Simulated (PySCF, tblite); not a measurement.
**C₄H₁₂NSi radical: geometry, infrared bands and EPR parameters**

Wanted: the infrared bands and EPR parameters of C₄H₁₂NSi radical (`CC(C)(N)[CH][SiH3]`), by calculation.

The runs use tblite 0.8.0 and PySCF 2.14.0, with density-fitted response routines of our own; the level of theory stands in each step. All values are computed, except where a source is named. Atoms are numbered from 0 throughout.

### 1 The starting structure

18 atoms, charge 0, multiplicity 2; geometry from: force field or distance geometry start.

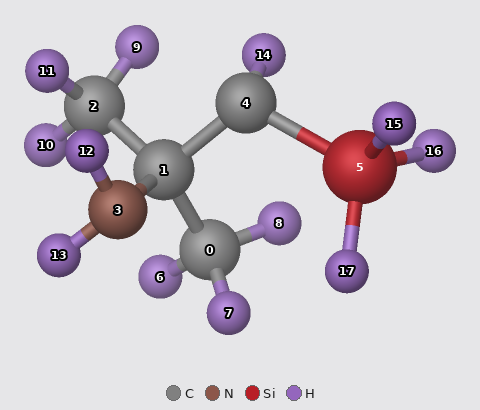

As it starts; carbon grey, nitrogen brown, silicon red, hydrogen purple, atoms numbered.

### 2 Relaxing the molecule with GFN2-xTB

The job: settings as JSON, then the geometry in Å.

```
{"job": {"kind": "relax", "xc": "GFN2-xTB", "basis": "xTB"}, "charge": 0, "multiplicity": 2}
C     -0.178000    -0.755900     1.142500
C     -0.528600     0.162800    -0.013600
C     -1.721800    -0.291800    -0.792600
N     -0.678000     1.547700     0.426800
C      0.630200     0.103800    -0.980600
Si     2.287300     0.066000    -0.176800
H     -1.065500    -1.227700     1.594500
H      0.337000    -0.145600     1.936400
H      0.539300    -1.543200     0.810800
H     -1.380900    -1.020300    -1.560000
H     -2.556700    -0.672800    -0.183900
H     -2.078500     0.626900    -1.335200
H     -0.943500     2.091200    -0.413100
H     -1.494700     1.630600     1.085200
H      0.527600    -0.845300    -1.553900
H      3.135900     1.037300    -0.895100
H      2.875100    -1.259800    -0.319100
H      2.284900     0.502400     1.216000
```

Run with:

```console
OMP_NUM_THREADS=1 python probes_run.py task.json out
```

This one command runs all jobs of the session in turn.

Output:

```text
step      E/eV     max force
  0    -522.78441    1.827
  1    -523.00209    1.231
  2    -523.09858    0.864
  3    -523.18833    0.871
  4    -523.29462    0.685
  5    -523.34407    0.597
  6    -523.37911    0.504
  7    -523.41868    0.429
  8    -523.45876    0.547
  9    -523.49961    0.537
 10    -523.53812    0.447
 11    -523.56662    0.423
 12    -523.58424    0.323
 13    -523.59779    0.245
 14    -523.60893    0.319
 15    -523.62044    0.393
 16    -523.63285    0.315
 17    -523.64358    0.252
 18    -523.65265    0.223
 19    -523.66126    0.252
 20    -523.67014    0.286
 21    -523.68035    0.276
 22    -523.69049    0.232
 23    -523.69945    0.226
 24    -523.70576    0.344
 25    -523.71325    0.283
 26    -523.71882    0.201
 27    -523.72317    0.120
 28    -523.72514    0.123
 29    -523.72788    0.132
 30    -523.73044    0.137
 31    -523.73433    0.167
 32    -523.73898    0.178
 33    -523.74384    0.184
 34    -523.74760    0.116
 35    -523.75007    0.120
 36    -523.75213    0.113
 37    -523.75467    0.162
 38    -523.75762    0.168
 39    -523.76020    0.128
 40    -523.76310    0.124
 41    -523.76601    0.134
 42    -523.76953    0.185
 43    -523.77235    0.151
 44    -523.77464    0.110
 45    -523.77611    0.122
 46    -523.77744    0.093
 47    -523.77858    0.090
 48    -523.77951    0.074
 49    -523.78012    0.065
 50    -523.78056    0.069
 51    -523.78096    0.057
 52    -523.78145    0.040
 53    -523.78178    0.050
 54    -523.78225    0.061
 55    -523.78273    0.056
 56    -523.78325    0.047
 57    -523.78374    0.056
 58    -523.78429    0.065
 59    -523.78495    0.071
 60    -523.78564    0.062
 61    -523.78627    0.053
 62    -523.78686    0.059
 63    -523.78756    0.065
 64    -523.78848    0.072
 65    -523.78960    0.072
 66    -523.79070    0.068
 67    -523.79173    0.063
 68    -523.79276    0.080
 69    -523.79391    0.087
 70    -523.79520    0.085
 71    -523.79657    0.093
 72    -523.79790    0.076
 73    -523.79910    0.085
 74    -523.79984    0.103
 75    -523.80099    0.092
 76    -523.80193    0.064
 77    -523.80302    0.048
 78    -523.80348    0.044
 79    -523.80385    0.042
 80    -523.80416    0.045
 81    -523.80465    0.049
 82    -523.80551    0.076
 83    -523.80661    0.088
 84    -523.80757    0.072
 85    -523.80842    0.086
 86    -523.80945    0.093
 87    -523.81087    0.103
 88    -523.81260    0.103
 89    -523.81416    0.084
 90    -523.81517    0.185
 91    -523.81638    0.070
 92    -523.81733    0.064
 93    -523.81847    0.064
 94    -523.81920    0.066
 95    -523.82002    0.077
 96    -523.82109    0.074
 97    -523.82261    0.088
 98    -523.82401    0.087
 99    -523.82514    0.088
100    -523.82608    0.111
101    -523.82720    0.087
102    -523.82830    0.078
103    -523.82889    0.036
104    -523.82915    0.030
105    -523.82925    0.034
106    -523.82935    0.030
107    -523.82954    0.027
108    -523.82974    0.037
109    -523.83002    0.048
110    -523.83042    0.044
111    -523.83089    0.049
112    -523.83135    0.062
113    -523.83181    0.077
114    -523.83237    0.075
115    -523.83317    0.082
116    -523.83423    0.081
117    -523.83514    0.115
118    -523.83598    0.073
119    -523.83659    0.085
120    -523.83743    0.083
121    -523.83795    0.079
122    -523.83866    0.049
123    -523.83903    0.044
124    -523.83934    0.036
125    -523.83972    0.044
126    -523.84018    0.066
127    -523.84053    0.085
128    -523.84090    0.044
129    -523.84133    0.035
130    -523.84167    0.047
131    -523.84235    0.063
132    -523.84294    0.062
133    -523.84312    0.077
134    -523.84354    0.057
135    -523.84373    0.036
136    -523.84412    0.033
137    -523.84444    0.036
138    -523.84476    0.043
139    -523.84506    0.047
140    -523.84537    0.044
141    -523.84574    0.051
142    -523.84619    0.055
143    -523.84684    0.065
144    -523.84759    0.060
145    -523.84837    0.041
146    -523.84872    0.056
147    -523.84900    0.036
148    -523.84919    0.049
149    -523.84938    0.040
150    -523.84962    0.033
151    -523.85027    0.039
152    -523.85083    0.061
153    -523.85199    0.088
154    -523.85334    0.095
155    -523.85512    0.088
156    -523.85691    0.089
157    -523.85762    0.101
158    -523.85846    0.073
159    -523.85913    0.057
160    -523.86010    0.069
161    -523.86060    0.055
162    -523.86189    0.054
163    -523.86270    0.055
164    -523.86334    0.079
165    -523.86420    0.052
166    -523.86477    0.054
167    -523.86538    0.048
168    -523.86601    0.059
169    -523.86683    0.069
170    -523.86761    0.063
171    -523.86827    0.059
172    -523.86870    0.048
173    -523.86900    0.033
174    -523.86923    0.032
175    -523.86945    0.028
176    -523.86961    0.027
177    -523.86971    0.018
178    -523.86977    0.015
179    -523.86981    0.011
180    -523.86983    0.011
181    -523.86986    0.010
182    -523.86989    0.014
183    -523.86991    0.012
184    -523.86994    0.013
185    -523.86997    0.015
186    -523.87000    0.013
187    -523.87003    0.014
188    -523.87007    0.013
189    -523.87010    0.013
190    -523.87013    0.014
191    -523.87017    0.013
192    -523.87022    0.017
193    -523.87029    0.020
194    -523.87035    0.013
195    -523.87038    0.012
196    -523.87041    0.012
197    -523.87043    0.016
198    -523.87045    0.016
199    -523.87047    0.015
200    -523.87049    0.010
201    -523.87051    0.009
```

Run time: 1.3 s. Hardware: 1 thread of Arm Neoverse V1, shared host.

Along the way: (not every step is listed)

```
step  energy from step 0 (eV)  largest force (eV/Å)
   0                   0.0000                1.8270
   1                  -0.2177                1.2313
   2                  -0.3142                0.8642
   3                  -0.4039                0.8706
   4                  -0.5102                0.6846
   5                  -0.5597                0.5967
   6                  -0.5947                0.5040
   7                  -0.6343                0.4289
   8                  -0.6744                0.5475
  26                  -0.9344                0.2008
  44                  -0.9902                0.1103
  62                  -1.0025                0.0587
  80                  -1.0198                0.0450
  98                  -1.0396                0.0867
 116                  -1.0498                0.0808
 134                  -1.0591                0.0570
 152                  -1.0664                0.0610
 170                  -1.0832                0.0626
 188                  -1.0857                0.0129
 196                  -1.0860                0.0122
 197                  -1.0860                0.0156
 198                  -1.0860                0.0163
 199                  -1.0861                0.0149
 200                  -1.0861                0.0100
 201                  -1.0861                0.0086
```

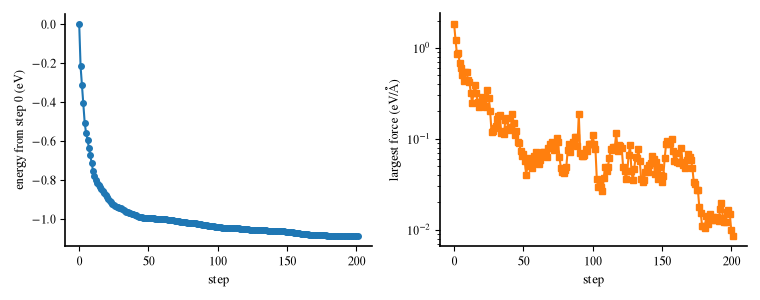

Energy and largest force along the relaxation.

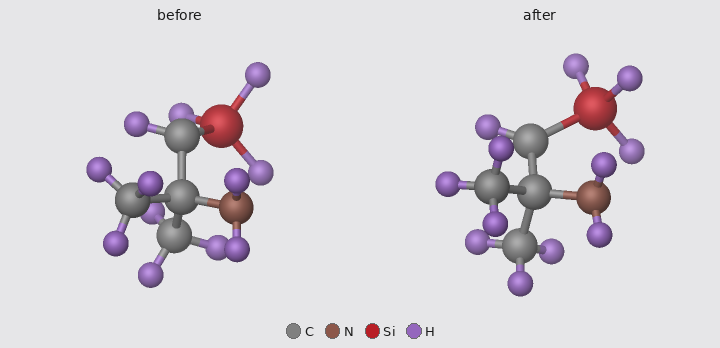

Before and after, at one scale.

Distances of close pairs at the start and the end, largest changes first:

```
  bond  before (Å)  after (Å)  change (Å)
 C1–C2       1.496      1.545      +0.049
 C0–H7       1.126      1.086      -0.040
N3–H13       1.052      1.014      -0.038
C2–H11       1.125      1.089      -0.036
C4–H14       1.114      1.079      -0.035
 C0–H8       1.116      1.086      -0.029
 C1–C4       1.510      1.483      -0.028
 C2–H9       1.112      1.087      -0.025
```

The final coordinates are the input of the step that follows.

### 3 Infrared spectrum with GFN2-xTB

The job: settings as JSON, then the geometry in Å.

```
{"job": {"kind": "ir", "xc": "GFN2-xTB", "basis": "xTB"}, "charge": 0, "multiplicity": 2}
C     -0.660850    -0.978936     1.277684
C     -0.449360    -0.077195     0.045094
C     -1.641650    -0.263535    -0.919160
N     -0.327860     1.294003     0.522602
C      0.824855    -0.454711    -0.612665
Si     2.367841     0.524087    -0.349081
H     -1.615368    -0.751644     1.749622
H      0.138681    -0.799178     1.990437
H     -0.650935    -2.026102     0.988253
H     -1.723632    -1.301008    -1.233080
H     -2.571534     0.025163    -0.430029
H     -1.506300     0.355364    -1.805013
H     -0.282472     1.936459    -0.259093
H     -1.122428     1.550159     1.098677
H      0.806978    -1.368540    -1.186072
H      2.302958     1.834569    -1.016005
H      3.470282    -0.237703    -0.948712
H      2.632035     0.745066     1.074882
```

Output:

```text
mode    cm-1     km/mol
  1      56.1      0.24
  2     126.9      0.87
  3     128.9     10.43
  4     192.5      0.49
  5     234.0      0.75
  6     290.1     11.77
  7     300.4      0.76
  8     313.6     26.75
  9     385.6      3.44
 10     409.9      5.67
 11     455.4     14.86
 12     473.2      3.23
 13     539.5     74.60
 14     566.8     56.90
 15     769.5     85.80
 16     784.7    126.62
 17     799.4    184.03
 18     809.1    251.14
 19     853.9     73.08
 20     917.5    144.18
 21     937.4      7.48
 22     971.2      0.99
 23     996.5      4.85
 24     999.4     10.54
 25    1050.9     11.59
 26    1129.3     36.51
 27    1199.1     33.14
 28    1257.3     20.56
 29    1301.7     25.82
 30    1382.0      4.49
 31    1401.0      2.24
 32    1480.6      1.72
 33    1486.3      0.71
 34    1497.0      2.21
 35    1502.4      1.45
 36    1559.3     35.92
 37    2161.9    340.26
 38    2211.6    408.72
 39    2230.2    175.20
 40    3004.4      5.20
 41    3010.0     78.94
 42    3018.9     34.04
 43    3036.1      9.83
 44    3044.4     32.33
 45    3054.5     21.27
 46    3075.8     49.45
 47    3396.6     10.67
 48    3431.0      6.35
```

Wall time 0.57 s (1 thread of Arm Neoverse V1, shared host).

The strongest bands and the atoms that carry them (share of the mass-weighted mode):

```
cm⁻¹  km/mol                        atoms
 770    85.8  C4 31 %, H17 23 %, H16 13 %
 785   126.6  H16 41 %, H17 24 %, C4 10 %
 799   184.0           H15 47 %, H17 41 %
 809   251.1           H16 39 %, H15 37 %
 918   144.2  H12 34 %, H13 23 %, N3 17 %
2162   340.3                     H15 93 %
2212   408.7                     H16 90 %
2230   175.2                     H17 89 %
```

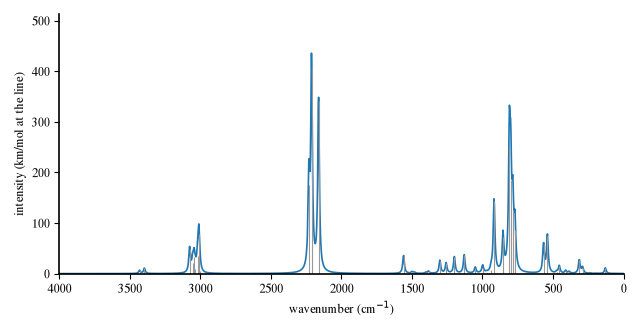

The infrared spectrum from these modes, unscaled. Lines are broadened to a width of 14 cm⁻¹ (Lorentzian).

### 4 g tensor and hyperfine couplings: B3LYP/pcH-1

Settings changed since step 3:

```diff
@@ -1,2 +1,2 @@
-{"job": {"kind": "ir", "xc": "GFN2-xTB", "basis": "xTB"}, "charge": 0, "multiplicity": 2}
+{"job": {"kind": "epr", "basis": "pcH-1"}, "charge": 0, "multiplicity": 2}
 C     -0.660850    -0.978936     1.277684
```

Level: UKS B3LYP, pcH-1 on C H N Si, non-relativistic, mean-field spin-orbit, GIAO.

Output:

```text
UKS, coarse grid
  cycle   1  E = -503.80332756  |g| = 3.76e-01
  cycle   2  E = -503.77227890  |g| = 4.56e-01
  cycle   3  E = -503.87010156  |g| = 5.13e-02
  cycle   4  E = -503.87095652  |g| = 2.80e-02
  cycle   5  E = -503.87130546  |g| = 4.97e-03
  cycle   6  E = -503.87131969  |g| = 1.63e-03
  cycle   7  E = -503.87132062  |g| = 1.07e-03
  cycle   8  E = -503.87132207  |g| = 2.12e-04
UKS, final grid
  cycle   1  E = -503.87128009  |g| = 2.11e-04
  cycle   2  E = -503.87128008  |g| = 2.76e-04
  cycle   3  E = -503.87128011  |g| = 2.12e-05
  cycle   4  E = -503.87128011  |g| = 1.05e-05
E = -503.87128011 Eh   <S^2> = 0.7536 (exact 0.7500)
g shifts (ppm)      1          2          3
  rmc          -133       -133       -133
  gc              6         35         31
  oz_so           3        499        530
  total        -124        401        428
hyperfine (MHz)  atom isotope    a_iso     a_fc   dipolar eigenvalues
    0   13C      66.25      66.25     -4.90     -4.88      9.79
    1   13C     -28.36     -28.37     -2.12      0.50      1.62
    2   13C      38.34      38.34     -3.17     -3.07      6.23
    3   14N       2.61       2.61     -0.53     -0.30      0.83
    4   13C      79.71      79.81    -74.70    -73.96    148.65
    5  29Si      50.32      50.39     -2.26     -0.02      2.28
    6    1H      26.76      26.76     -3.24     -1.52      4.76
    7    1H      -2.55      -2.55     -5.42     -2.07      7.50
    8    1H      -0.71      -0.71     -5.17     -2.37      7.54
    9    1H      -2.11      -2.11     -3.35     -2.53      5.89
   10    1H       8.77       8.77     -2.40     -1.57      3.97
   11    1H      -1.74      -1.74     -4.83     -2.09      6.92
   12    1H      -0.72      -0.72     -3.50     -3.16      6.66
   13    1H      -0.57      -0.57     -1.94     -1.57      3.51
   14    1H     -56.04     -56.05    -35.93     -0.27     36.20
   15    1H      74.12      74.12     -3.41     -1.73      5.14
   16    1H      -0.48      -0.48     -3.38     -2.82      6.19
   17    1H      63.26      63.26     -3.29     -1.84      5.12
```

Wall time 85 s (1 thread of Arm Neoverse V1, shared host); peak memory 0.97 GiB.

Principal g values 2.00220, 2.00272, 2.00275; g(iso) = 2.00255, against 2.00232 for a free electron.

Mean a(iso) over the nuclei that a row names, and the largest dipolar term of the row (other rows stand at the frozen geometry):

```
                  nuclei  isotope  a(iso) (MHz)  a(iso) (G, at g = 2.0023)  largest dipolar term (MHz)
                      C4      13C          79.7                       28.4                       148.7
                     H14       1H         -56.0                      -20.0                        36.2
                  C0, C2      13C          52.3                       18.7                         9.8
                     Si5     29Si          50.3                       18.0                         2.3
           H15, H16, H17       1H          45.6                       16.3                         6.2
                      C1      13C         -28.4                      -10.1                        -2.1
H6, H7, H8, H9, H10, H11       1H           4.7                        1.7                         7.5
                      N3      14N           2.6                        0.9                         0.8
                H12, H13       1H          -0.6                       -0.2                         6.7
```

Mulliken spin populations:

C0 0.03; C1 -0.07; C2 0.02; N3 0.00; C4 1.01; Si5 -0.04; H6 0.01; H7 0.00; H8 0.00; H9 0.00; H10 0.00; H11 0.00; H12 0.00; H13 0.00; H14 -0.04; H15 0.04; H16 0.00; H17 0.03

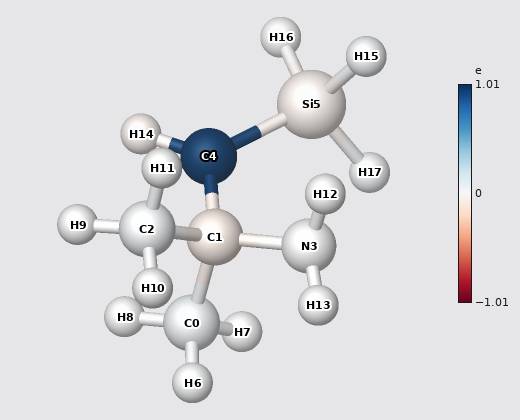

Mulliken spin populations, as colours on the atoms.

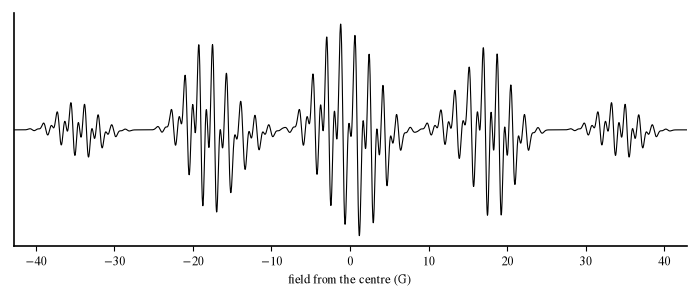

First-order isotropic spectrum (first derivative, main isotopes with spin only, couplings over 0.8 MHz, Gaussian width 0.3 G; couplings of the frozen geometry, rotation of groups not averaged beyond the rows shown).

Orbitals, density, ELF and potential are computed afterwards from the orbital file.

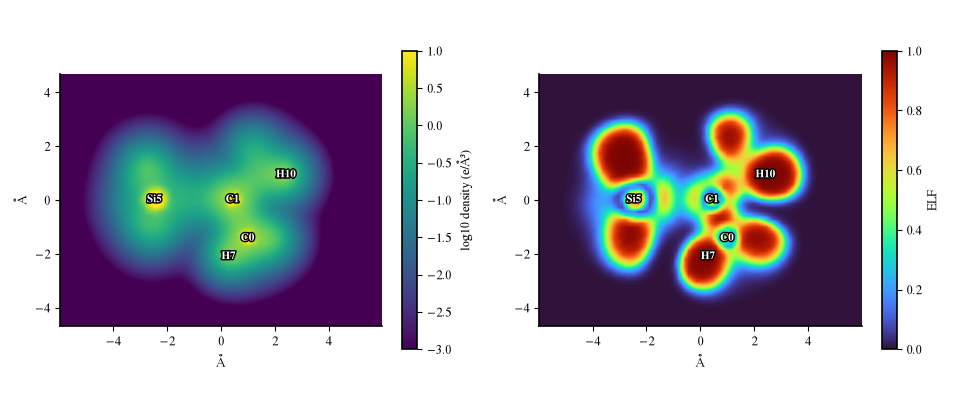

Density (left) and ELF (right) in a plane through or near 5 of the atoms.

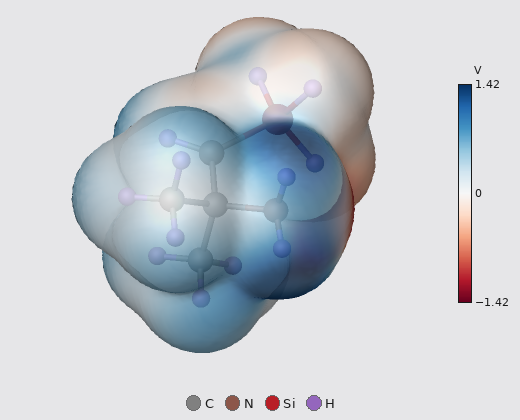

Electrostatic potential on the surface of density 0.002 e/bohr³; red is low, blue high. It runs from -1.42 V near N3 to 1.38 V near H13.

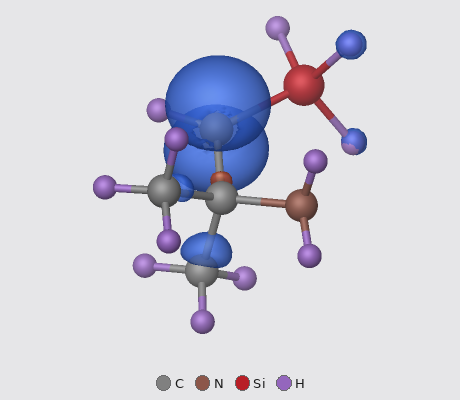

Spin density at ±0.04 e/Å³ (alpha excess blue, beta excess red).

### 5 Summary of results

```
                                 quantity                  value
strongest single infrared mode (GFN2-xTB)  2212 cm⁻¹, 409 km/mol
             zero-point energy (GFN2-xTB)          91.8 kcal/mol
                           g(iso) (B3LYP)                2.00255
                                     ⟨S²⟩     0.754 (exact 0.75)
       largest a(iso) (averaged by class)    13C on C4, 79.7 MHz
    surface potential, least and greatest     -1.42 V and 1.38 V
```

**Reading.** The optimisation took 201 steps and gained 1.086 eV; among the close pairs (by a distance rule), C1–C2 changed most, from 1.496 to 1.545 Å. No mode is imaginary among the 48: a minimum at this level. The strongest single mode, at 2212 cm⁻¹, moves mainly H16. GFN2-xTB is a fitted tight-binding method: band positions and strengths are rough. Its intensities can rank the bands wrongly. C4 carries the largest spin population, 1.01 e. The isotropic g lies 0.2 ppt above the free-electron value.
